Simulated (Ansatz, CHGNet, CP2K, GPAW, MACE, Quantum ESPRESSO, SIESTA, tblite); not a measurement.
# Phosphorene, 3 layers, N on P sites (72 atoms) in tblite

Aim: run phosphorene, 3 layers, N on P sites (72 atoms) in tblite and see how near its forces come to a plane-wave reference, and at what cost.

Program: tblite 0.8.0. Level of theory: the method is named at each step. Results are calculated unless marked as measured.

## (1) Starting point

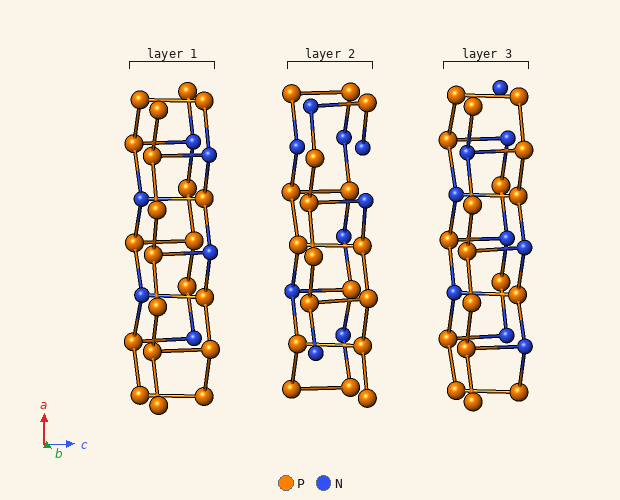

The starting structure, seen from the side, with the c axis across the page (phosphorus orange, nitrogen blue). Bonds to atoms that aren't drawn are left out. Some periodic images of atoms are drawn too.

The cell holds 72 atoms: 48 P and 24 N. Its edges and angles: a = 10.340 Å, b = 9.102 Å, c = 29.176 Å, α = 90.0°, β = 90.0°, γ = 90.0°. It derives from P (phosphorene). 3 layers of phosphorene (a = 3.314 Å), 3 x 2 cells, biaxial strain +4 %, every second layer slid by 0.500 of a1; facing planes 3.38, 3.4 Å apart; 16 Å of vacuum; 24 of 72 P replaced by N at random; displaced by a Gaussian of 0.02 Å. Then every atom was moved at random, 0.02 Å r.m.s. a Cartesian component. Regions: layer 1, 24 atoms (18 P and 6 N); layer 2, 24 atoms (9 N and 15 P); layer 3, 24 atoms (9 N and 15 P). Vacuum lies along c.

The yardstick, on the same geometry:

```
method                 : Kohn-Sham DFT, PBE, SSSP efficiency 1.3.0 pseudopotentials, plane waves (Quantum ESPRESSO 7.5); sssp-pbe-1.3.0-efficiency, cutoffs 60/480 Ry, Γ point
r.m.s. force component : 1.577 eV/Å
longest force          : 3.849 eV/Å
time                   : 43 min on 1 thread of Arm Neoverse V1, shared host
CPU time               : 43 min
```

## (2) GFN1-xTB

Method: GFN1-xTB tight binding, diagonalisation.

Contents of run.py:

```python
import numpy as np
from ase.io import read
from tblite.ase import TBLite

atoms = read("structure.xyz")
atoms.calc = TBLite(method="GFN1-xTB", electronic_temperature=580, accuracy=1.0, max_iterations=250, mixer_damping=0.1, verbosity=1)
energy = atoms.get_potential_energy()
forces = atoms.get_forces()
print(f"energy {energy:.6f} eV")
print("forces (eV/A)")
for i, (a, f) in enumerate(zip(atoms, forces)):
    print(f"{i:4d} {a.symbol:2s} {f[0]:10.5f} {f[1]:10.5f} {f[2]:10.5f}")
print("charges (e)")
print(np.array2string(atoms.get_charges(), precision=4, suppress_small=True, max_line_width=110, threshold=100000))
```

Contents of structure.xyz:

```xyz
72
Lattice="10.33970 0.00000 0.00000 0.00000 9.10210 0.00000 0.00000 0.00000 29.17600" Properties=species:S:1:pos:R:3 pbc="T T T"
P 10.28604 0.38311 10.15208
P 0.00507 8.71808 8.00619
N 1.77016 1.89160 10.17484
P 1.73707 2.64725 7.93237
P 10.32295 4.88728 10.12378
P 10.32688 4.15138 7.96913
P 1.75765 6.44192 10.13691
P 1.77047 7.22898 7.98372
P 3.45522 0.31612 10.14362
P 3.45584 8.72855 7.96913
P 5.18825 1.93656 10.17163
P 5.19963 2.64816 7.97555
P 3.45770 4.98413 10.12874
N 3.50288 4.25287 8.02282
N 5.15610 6.46832 10.12932
P 5.15827 7.23408 8.01873
P 6.89337 0.36882 10.14537
P 6.84860 8.75822 7.94521
N 8.65309 1.93383 10.14187
P 8.67025 2.64680 7.95775
P 6.91147 4.92214 10.12028
N 6.85667 4.19816 8.01115
N 8.56375 6.48179 10.08614
P 8.60790 7.17901 7.98926
N 1.69581 0.36845 15.62608
N 1.76954 8.68413 13.54087
P 3.41407 1.89797 15.71303
N 3.44302 2.68648 13.51724
P 1.68796 4.88801 15.69756
P 1.72849 4.20890 13.50732
P 3.47455 6.46149 15.69231
P 3.40114 7.15753 13.52278
N 5.14989 0.35935 15.65176
P 5.15558 8.72982 13.45831
P 6.86939 1.92983 15.64767
P 6.91137 2.63879 13.48515
P 5.18856 4.92169 15.68473
P 5.18919 4.15556 13.54029
N 6.89493 6.40997 15.60303
P 6.91147 7.19166 13.50586
N 8.61049 0.33814 15.66226
P 8.59498 8.73874 13.49944
P 10.33360 1.91981 15.67685
P 0.01675 2.63469 13.50528
N 8.62745 4.94417 15.69844
N 8.62434 4.19188 13.49565
P 10.32812 6.48525 15.65030
N 10.29131 7.19994 13.56480
N 10.28914 0.35389 21.15785
P 0.01127 8.75267 19.06652
N 1.74896 1.91035 21.17361
P 1.71691 2.68002 19.00379
P 0.01375 4.94417 21.19461
P 0.03650 4.23484 19.08606
N 1.74214 6.49717 21.19782
P 1.74638 7.17318 19.03938
[... 12 atom lines left out ...]
P 6.87528 4.91595 21.17098
N 6.89100 4.16649 19.09423
P 8.61266 6.48461 21.16164
N 8.60811 7.21123 19.07031
```

Started as:

```
> OMP_NUM_THREADS=1 python run.py > output.txt
```

The program printed:

```text
------------------------------------------------------------
  cycle        total energy    energy error   density error
------------------------------------------------------------
      1     -171.7447558516  -1.7157420E+02   9.9461835E-01
      2      35.10210021241   2.0684686E+02   8.1145413E-01
      3      1805.143010557   1.7700409E+03   1.8242899E+00
      4     -189.3144941698  -1.9944575E+03   5.2387104E-01
      5     -199.7354184371  -1.0420924E+01   2.3515619E-01
      6     -195.8060471768   3.9293713E+00   2.3318287E-01
      7     -139.4952442196   5.6310803E+01   4.3547138E-01
      8     -178.2114409450  -3.8716197E+01   2.6011341E-01
      9     -180.5900766004  -2.3786357E+00   2.2822599E-01
     10     -185.1661854426  -4.5761088E+00   2.0118917E-01
     11     -188.6189953242  -3.4528099E+00   1.7696005E-01
     12     -194.9003631941  -6.2813679E+00   1.5481313E-01
     13     -196.0867947395  -1.1864315E+00   1.1460945E-01
     14     -200.1453246963  -4.0585300E+00   6.6346696E-02
     15     -200.4610714546  -3.1574676E-01   6.7908188E-02
     16     -200.5409659409  -7.9894486E-02   5.2300639E-02
     17     -200.5985375989  -5.7571658E-02   4.7272476E-02
     18     -200.6229994823  -2.4461883E-02   4.3836286E-02
     19     -200.7120760261  -8.9076544E-02   1.7705997E-02
     20     -200.7193319805  -7.2559544E-03   1.2507117E-02
     21     -200.7209702561  -1.6382756E-03   1.1722657E-02
     22     -200.7266683693  -5.6981133E-03   6.6871256E-03
     23     -200.7282177241  -1.5493547E-03   4.0657860E-03
     24     -200.7281438043   7.3919752E-05   4.3206531E-03
[...]
36     -200.7288271150  -3.0304193E-06   1.9378636E-04
     37     -200.7288310483  -3.9332206E-06   1.6658899E-04
     38     -200.7288352800  -4.2317647E-06   1.2432620E-04
     39     -200.7288371437  -1.8636383E-06   9.0103722E-05
     40     -200.7288376210  -4.7737601E-07   7.5695231E-05
     41     -200.7288379838  -3.6276398E-07   6.1523506E-05
     42     -200.7288384307  -4.4689207E-07   3.5606700E-05
     43     -200.7288386244  -1.9365294E-07   1.9158707E-05
------------------------------------------------------------
 total:                                   4.022 sec
energy -5462.109914 eV
forces (eV/A)
   0 P     0.10008    3.58879   -1.03011
   1 P    -0.32287   -0.48941    1.20133
   2 N    -0.21415   -2.91710   -3.57495
   3 P     1.24864    1.77714    3.68865
   4 P    -1.08159    2.17850   -0.88530
   5 P     0.27726   -0.96400    1.04263
   6 P    -0.23632   -0.85306   -0.78704
   7 P    -0.43951    0.51027    0.89993
   8 P    -1.12244    2.62205   -0.88883
   9 P     0.23467   -0.43757    1.28210
  10 P    -0.08378   -0.93178   -1.25654
  11 P     0.06172    3.72999    1.63854
  12 P     1.71861    1.08035   -2.98647
  13 N    -0.14180   -3.09535    3.06871
  14 N     0.04722   -2.99095   -3.09800
  15 P     0.05411    0.22127    2.97908
  16 P     1.21235    2.20937   -1.20338
  17 P     0.43492   -1.07198    1.60858
  18 N     0.06916   -3.05121   -3.46335
  19 P    -1.59010    1.24987    3.49670
  20 P    -0.06752    3.01099   -3.46143
  21 N     0.17135   -2.83517    3.50293
  22 N    -0.27834   -3.16625   -3.23063
  23 P    -0.13839    0.63434    3.16015
[...]
64 P     0.21021    3.34994   -1.10290
  65 P     1.11773   -2.03237    1.10013
  66 N    -0.67866   -2.64334   -3.80728
  67 P    -1.20736    1.61670    3.59058
  68 P    -1.18072    1.78045   -3.22157
  69 N    -0.33565   -3.05041    3.08504
  70 P    -0.21256   -0.67246   -3.02421
  71 N     0.18911    3.09663    3.15604
charges (e)
[ 0.1949  0.0168 -0.3419  0.1672  0.1464  0.0492  0.0476  0.047   0.125   0.0238  0.0475  0.1759  0.1883
 -0.3428 -0.3558  0.1344  0.1211  0.0296 -0.3485  0.169   0.2689 -0.33   -0.333   0.1195 -0.2453 -0.167
  0.2417 -0.3263  0.0407  0.1315  0.0639  0.1212 -0.3114  0.1303  0.1843  0.1166  0.1217  0.113  -0.2008
  0.1355 -0.3037  0.1989  0.1803  0.1441 -0.1803 -0.2348  0.2242 -0.232  -0.1586  0.185  -0.2344  0.1728
  0.1459  0.0653 -0.3033  0.1311  0.2147  0.0494 -0.3022  0.2507  0.2841 -0.3357 -0.3177  0.152   0.199
  0.1233 -0.2364  0.1901  0.2138 -0.2975  0.1359 -0.2935]
```

The job ended after 4.9 s (1 thread of Arm Neoverse V1, shared host; peak memory 0.16 GiB).

Banners, paths, timers and routine set-up lines are dropped from the logs unmarked, and long logs keep their key lines alone; longer cuts are marked.

Compared with the plane-wave run:

- r.m.s. force component: 2.112 eV/Å
- r.m.s. difference of force components: 594.2 meV/Å
- longest difference of force vectors: 1513 meV/Å
- force difference over r.m.s. force: 37.68 %
- slope of forces against the reference's: 1.325
- correlation of force components: 0.9899

Length of the force difference by element (eV/Å):

```csv
element,atoms,mean,most
N,24,1.1,1.3
P,48,0.95,1.5
```

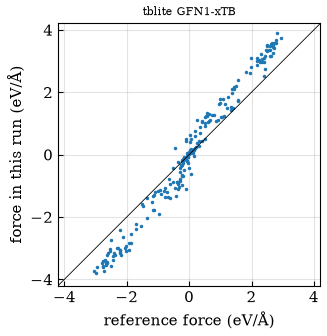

Force components against those of the reference; the line marks equality.

The surroundings of P61, whose charge lies farthest from its element's mean, nearest first, numbered as they follow in the input and with coordinates relative to it.

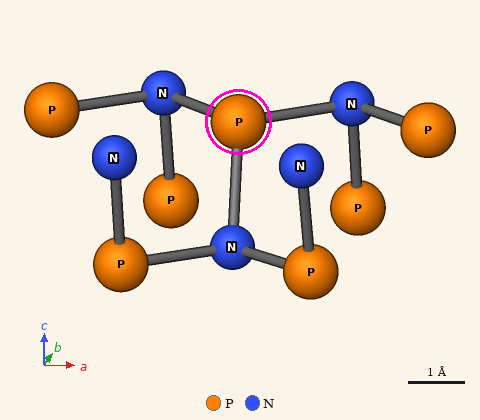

The atoms of the table, within 3.5 Å (arrows a, b, c point along x, y, z); some may hide others; the central atom is ringed.

```csv
atom,x,y,z,distance (Å),Mulliken charge (e),Fx,Fy,Fz (eV/Å)
P61,0.00,0.00,0.00,0.00,0.28,0.20,3.08,-3.23
N62,0.04,-0.76,-2.12,2.25,-0.34,0.05,-2.82,3.37
N55,-1.68,1.57,0.05,2.30,-0.30,0.45,-3.40,-3.59
N63,1.78,1.49,0.05,2.32,-0.32,-0.36,-3.12,-3.38
P53,-3.40,0.02,0.05,3.41,0.15,1.07,2.39,-0.64
N51,-1.67,-3.01,0.03,3.45,-0.23,1.03,-2.22,-3.54
N59,1.73,-2.99,0.04,3.45,-0.30,0.08,-3.05,-3.75
P69,3.46,-0.01,0.02,3.46,0.21,-1.18,1.78,-3.22
P56,-1.67,2.25,-2.11,3.51,0.13,-0.43,0.89,3.26
P64,1.73,2.26,-2.08,3.52,0.15,0.51,0.45,2.98
P52,-1.70,-2.24,-2.14,3.54,0.17,1.49,1.26,3.34
P60,1.76,-2.24,-2.11,3.54,0.25,0.02,2.88,3.44
```

Atoms are counted from 1 here, from 0 in the log.

Forces lie 38 % from the reference's, at 0.0018 times its CPU time.

## (3) GFN2-xTB

Method: GFN2-xTB tight binding, diagonalisation.

Edit run.py of step 2 so:

```diff
@@ -5,3 +5,3 @@
 atoms = read("structure.xyz")
-atoms.calc = TBLite(method="GFN1-xTB", electronic_temperature=580, accuracy=1.0, max_iterations=250, mixer_damping=0.1, verbosity=1)
+atoms.calc = TBLite(method="GFN2-xTB", electronic_temperature=580, accuracy=1.0, max_iterations=250, mixer_damping=0.1, verbosity=1)
 energy = atoms.get_potential_energy()
```

structure.xyz is that of step 2.

The program printed:

```text
------------------------------------------------------------
  cycle        total energy    energy error   density error
------------------------------------------------------------
      1     -167.7989484628  -1.6799836E+02   5.0113565E-01
      2     -2.621999353015   1.6517695E+02   4.7195353E-01
      3      1034.887368572   1.0375094E+03   7.9048116E-01
[...]
54     -188.5288534597  -5.3870764E-08   2.5020335E-05
     55     -188.5288534449   1.4721849E-08   1.7996130E-05
------------------------------------------------------------
 total:                                   5.925 sec
energy -5130.131408 eV
forces (eV/A)
   0 P     0.01403    3.46791   -0.64803
   1 P    -0.27129   -0.34784    1.05598
   2 N    -0.10676   -2.85903   -3.46198
[...]
70 P    -0.16212   -0.35820   -3.09082
  71 N     0.07423    2.83866    3.30064
charges (e)
[ 0.2461 -0.0638 -0.269   0.1683  0.1788  0.0205  0.0379 -0.0721  0.0904 -0.0764  0.0614  0.1892  0.1738
 -0.2533 -0.277   0.0962  0.1064 -0.0506 -0.2833  0.1312  0.2776 -0.2465 -0.2549  0.0589 -0.203  -0.136
  0.2219 -0.3073 -0.0732  0.0896 -0.0243  0.1183 -0.2839  0.0898  0.2222  0.111   0.1458  0.0907 -0.1872
  0.1259 -0.2847  0.2148  0.2005  0.2094 -0.1645 -0.2482  0.2447 -0.2016 -0.1235  0.176  -0.1799  0.1205
  0.1373 -0.009  -0.2599  0.1046  0.2322 -0.1071 -0.2608  0.2309  0.2876 -0.2731 -0.277   0.1456  0.2238
  0.1296 -0.2015  0.2065  0.1956 -0.2657  0.1079 -0.3011]
```

It took 6.5 s on 1 thread; peak memory 0.16 GiB.

Compared with the plane-wave run:

```
r.m.s. force component                  : 2.046 eV/Å
r.m.s. difference of force components   : 498.3 meV/Å
longest difference of force vectors     : 1229 meV/Å
force difference over r.m.s. force      : 31.6 %
slope of forces against the reference's : 1.292
correlation of force components         : 0.9956
```

Against the first run (38 %), the force difference from the reference is 32 %, at 1.4 times the CPU time.

## (4) Side by side

Differences are against the plane-wave reference, forces as r.m.s. over components; share is that over the reference's r.m.s. force, slope the least-squares factor from reference forces to these. Total energies of different programs have different zeros and aren't compared.

```csv
run,"Δ force, r.m.s. (meV/Å)",share (%),slope,cores,CPU time,memory (GiB)
reference,-,-,-,1,43 min,10.0
tblite GFN1-xTB,594,37.7,1.325,1,4.7 s,0.16
tblite GFN2-xTB,498,31.6,1.292,1,6.5 s,0.16
```

CPU time is summed over cores on a shared host, where runs went side by side, so it is rough. Symmetry, cutoffs, thresholds, outputs and thread counts weren't matched or tuned between programs; memory under MPI is the largest rank's times the ranks.

## (5) What came out

```json
{
  "nearest in forces": "tblite GFN2-xTB, 32 %",
  "its CPU time": "6.5 s"
}
```

**Reading.** Tight binding differs by 32 % (tblite GFN2-xTB) to 38 % (tblite GFN1-xTB); it is another model, with fitted parameters of its own, and the xTB methods hold dispersion. Of the electronic-structure runs that take under half the reference's CPU time, tblite GFN2-xTB comes nearest, at 32 % in 6.5 s against 43 min. Periodic xTB results under one method name differ between programs and library versions. The electronic-structure runs sample only Γ, in a cell whose shortest periodic width is 9 Å.

[Also dropped from logs without a mark: logging warnings of Python, and SIESTA's first energy breakdown and zero terms.]

[Logs are printed without paths, hosts, clocks, repeated set-up lines and the standing remarks that a program may print on its own settings, such as how far it seeks lower states.]

[Hosts, paths, dates, database ids (printed as entryN), source tags and the programs' standing remarks are cut or masked in the printed files.]
